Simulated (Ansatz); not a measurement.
# MgPbS3 (model cell, started as cubic perovskite with Pb in the octahedra): a soft mode frozen in, part 3 of 3

Aim: this structure of MgPbS3 (model cell, started as cubic perovskite with Pb in the octahedra) is to be tested for unstable modes, and one is followed downhill.

Ansatz 0.2.0; DFT PBEsol, scalar-relativistic, plane waves, PAW; PAW set soft_1.

So far. Step 5 (Energy along the mode, all amplitudes (two of the runs …): The lowest of the steps tried is the last one, at 0.6 Å, 167 meV/atom below the parent; the bottom of the well need not coincide with a step. Step 7 (The new phase in its own primitive cell): The largest force component left is 0.088 meV/Å and the pressure is 0.000 GPa, within the tolerances set. The cell now holds 27.52 Å³/atom. The relaxed cell has a, b, c = 4.724, 5.588, 10.422 Å (conventional setting).

The structure was built from a prototype and need not be the compound's stable phase.

### 8. Modes of the new phase, k-mesh 8×6×4

A relaxed structure may still be a saddle point, so its zone-centre modes are computed. No field response is asked, since the mesh shows no gap.

input.yaml

```yaml
crystal:
  lattice:
    - [4.7242750761, 0.0, 0.0]
    - [0.0, 5.5884759431, 0.0]
    - [0.0, 0.0, 10.4220471785]
  atoms:
    - { symbol: Mg, position: [0.25, 0.0, 0.4197245004] }
    - { symbol: Mg, position: [0.75, 0.0, 0.5802754996] }
    - { symbol: Pb, position: [0.25, 0.5, 0.7560254074] }
    - { symbol: Pb, position: [0.75, 0.5, 0.2439745926] }
    - { symbol: S, position: [0.0, 0.5, 0.0] }
    - { symbol: S, position: [0.5, 0.5, 0.5] }
    - { symbol: S, position: [0.0, 0.5, 0.5] }
    - { symbol: S, position: [0.5, 0.5, 0.0] }
    - { symbol: S, position: [0.25, 0.0, 0.6637140808] }
    - { symbol: S, position: [0.75, 0.0, 0.3362859192] }
kpoints:
  mp_grid: { grid: [8, 6, 4] }
hamiltonian:
  xc: pbesol
  pseudopotentials: { kind: paw, azcp: { folder: soft_1 }, xc_functional: pbe }
scf:
  occupations: { method: methfessel_paxton, width: 0.2 }
output:
  eigenvalues: true
phonons:
  method: dfpt
```

On the command line:

```
ansatz run input.yaml --threads 8 --pin off --max-ram 16384MiB --backend cpu --events-out ev --progress --plain --runs-dir out
```

Numbers of over 12 decimals in the logs are rounded to 6 here.

The log of the run:

```text
zone centre: on kpoints.mp_grid the ground state, and the responses unless they are solved on pairs of k-points, stand on 72 of the mesh's 192 k-points, reduced under 2 symmetry operations, with k and −k counted as one. Each operation leaves every solved displacement unchanged or reverses it
[...]
Crystal: 10 atoms, lattice volume = 275.158 Å³
Basis set: ecut = 420 eV, 5403 PW (Γ), exchange–correlation on 64×80×144 points (8 copies of the dense FFT grid, shifted against one another)
Bands: 52, of which v1, the nominal top of the filled ones, is band 42 counted from 1 (41 counted from 0)
Symmetry: 8 space group operations
k-points: 72 of 192 (irreducible under 2 space group operations, time reversal used)
[...]
SCF iter   1: F=—  HF=-32656.045856 eV  |F-HF|=—  |Δ(HF+E_count)|=         —  Δρ=4.23e-2  dr2=3.52e1  ethr=3.10e-3  ⟨swp⟩=10.0  Hψ=20052  notcnv=0
[...]
SCF iter  14: F=-32651.764241 eV  HF=-32651.764241 eV  |F-HF|=3.64e-12  |Δ(HF+E_count)|=  1.06e-10  S|Δr|=    0.00e0  Δρ=4.41e-8  dr2=6.73e-12  ethr=1.00e-12  ⟨swp⟩=17.7  Hψ=26240  notcnv=0
SCF 1 converged in 14 iterations: F = -32651.764241 eV  dr2 = 6.73e-12
[...]
DFPT response loops at Γ: preconditioner auto → none (partly filled bands, converged f_vac=0.168); β = 0.50; Broyden in place of MSR1
SCF converged after 14 iterations
[...]
Free energy (F): -32651.764241 eV
[...]
Internal energy: -32651.755085 eV  (E = F + TS)
E sigma→0 (E₀):  -32651.761952 eV
Entropy (-TS):   -0.009156 eV (-0.916 meV/atom)
Fermi energy:    5.146934 eV
[...]
--- Band table (eV; the first three rows and the last of 72) ---
  k-point 0: bands = [... 38 lower, 4.0648, 4.2915, 4.7217, 5.4310, 6.0207, 6.8108, 6.9111, 7.2637, ... 6 higher]
  k-point 1: bands = [... 38 lower, 3.7268, 4.2915, 4.4872, 5.4309, 6.1264, 6.8494, 7.5892, 7.6406, ... 6 higher]
  k-point 2: bands = [... 38 lower, 3.9097, 4.1792, 4.2915, 5.4309, 6.1891, 6.8196, 8.0568, 8.3990, ... 6 higher]
  k-point 71: bands = [... 38 lower, 4.0495, 4.0495, 4.1827, 4.1827, 4.5805, 4.5805, 5.8519, 5.8519, ... 6 higher]
--- Phonons (Γ-DFPT): 15 representative perturbations + reference, on 72 of 192 k-points (Σ response iterations 46) ---
  k mesh reduced under 2 symmetry operations, with k and −k counted as one. Each operation leaves every solved displacement unchanged or reverses it
  ASR residual: 1.734e-4 → 0.000e0 eV/Å²; symmetrization residual: 1.129e-5 eV/Å²
  ASR residual per site (eV/Å²): 7.20e-5 7.20e-5 3.14e-5 3.14e-5 1.73e-4 5.40e-5 5.40e-5 1.73e-4 2.43e-5 2.43e-5
  Γ frequencies (cm⁻¹): -158.29 -154.74 -149.20 -73.31 -43.35 -30.01 -11.56 0.00 0.00 0.00 44.82 45.43 55.39 72.75 78.85 89.54 122.64 125.75 174.59 174.69 194.36 210.17 219.59 232.87 250.55 264.17 264.35 287.65 306.45 339.87
  non-analytic LO–TO correction: not included (Born effective charges unavailable; polar crystals: no LO–TO splitting at Γ)
```

Wall time 4.1 min (8 threads of Arm Neoverse V1, shared host); peak memory 3.3 GiB; 32 min of CPU time.

Numbers from this step:

```yaml
sum_rule_residual_before_enforcement: 1.73e-4 eV/Å²
point_group: mmm
highest_optical_mode_at_the_zone_centre_no_lo_to_term: 339.9 cm⁻¹
lowest_optical_zone_centre_mode: -158.3 cm⁻¹
```

Patterns of degenerate modes are one choice out of their space. The modes at Γ (shares of kinetic energy by element, %) (negative means imaginary):

```tsv
mode	frequency (cm⁻¹)	symmetry	Mg %	Pb %	S %
1	-158.3	B3u	7	0	93
2	-154.7	B2u	67	0	33
3	-149.2	B3g	100	0	0
4	-73.3	Au	0	0	100
5	-43.4	B1u	0	10	90
6	-30.0	B2u	4	2	94
7	-11.6	B3u	0	8	92
8	0.0	acoustic	7	63	29
9	0.0	acoustic	7	63	29
10	0.0	acoustic	7	63	29
11	44.8	B3g	0	97	3
12	45.4	B3u	28	23	50
13	55.4	B2g	0	100	0
14	72.8	B2u	20	33	46
15	78.8	Au	0	0	100
16	89.5	B1u	24	23	53
17	122.6	Ag	0	97	3
18	125.8	B1u	11	1	88
19	174.6	B3u	1	6	93
20	174.7	B2g	15	0	85
21	194.4	B1u	0	3	97
22	210.2	B3g	0	3	97
23	219.6	Ag	16	3	80
24	232.9	B2u	0	2	98
25	250.6	B1u	1	0	99
26	264.2	Ag	83	0	17
27	264.4	B3u	9	0	91
28	287.6	B3u	48	0	52
29	306.4	B1u	56	0	44
30	339.9	B2g	85	0	15
```

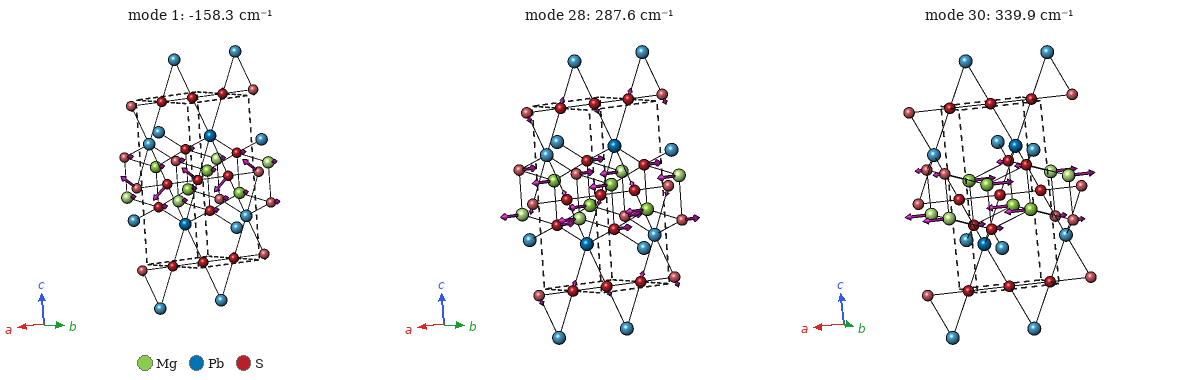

Displacement patterns of modes 1, 28 and 30 at Γ; arrows are exaggerated. Some periodic images of atoms are drawn too.

Before it was imposed, the acoustic sum rule was missed by 1.7e-4 eV/Å². Small misses are needed for a sound result but don't prove that mesh and cutoff are converged. The lowest optical mode is imaginary, 158.3i cm⁻¹, so the energy falls along it.

### 9. Summary of results

| Item | Value |
| --- | --- |
| unstable mode of the parent | q = (0, -0.5, -0.5), 204i cm⁻¹ |
| depth at the lowest point sampled | 167 meV/atom |
| largest atomic shift at that point | 0.6 Å |
| space group reached (within 0.01 Å) | Pmma |
| energy gained over the parent (first relaxation, on the mesh of the frozen mode) | 647 meV/atom |
| volume per atom, phase reached | 27.5 Å³ |
| lowest optical zone-centre mode, phase reached | -158 cm⁻¹ |
| highest optical mode at the zone centre (no LO-TO term), phase reached | 340 cm⁻¹ |

In words: Along this mode the structure falls into Pmma, 647 meV/atom below the parent. At the parent's cell the well is 166.7 meV/atom deep on the steps tried, with its lowest point at a shift of 0.6 Å. That is the last step tried, so the steps alone don't bracket the bottom of the well. Relaxing atoms and cell changes the gain by +480.49 meV/atom against the lowest step (energies at zero smearing). Most of the total comes from this relaxation. The new phase still has an imaginary mode at the zone centre of its cell, so it is a saddle point on the way to a lower structure. Of the 4 patterns followed to their end from this parent, this one ends 23.8 meV/atom above the lowest, P4_2/mmc. Each path keeps the symmetry of its pattern, so a lower phase may lie along a pattern not tried. With no gap, or one that is small against the smearing, the frequencies hang on the k mesh and the smearing, most of all near Kohn anomalies. Spin-orbit coupling is left out, which can matter for the heavy elements here. The PAW files were made for PBE and serve the other functionals too. The starting cell was built on a prototype and not taken from a measurement, so the phase need not exist.

[Logs are printed without paths, hosts, clocks, repeated set-up lines and the standing remarks that a program may print on its own settings, such as how far it seeks lower states.]

[Hosts, paths, dates, database ids (printed as entryN), source tags and the programs' standing remarks are cut or masked in the printed files.]
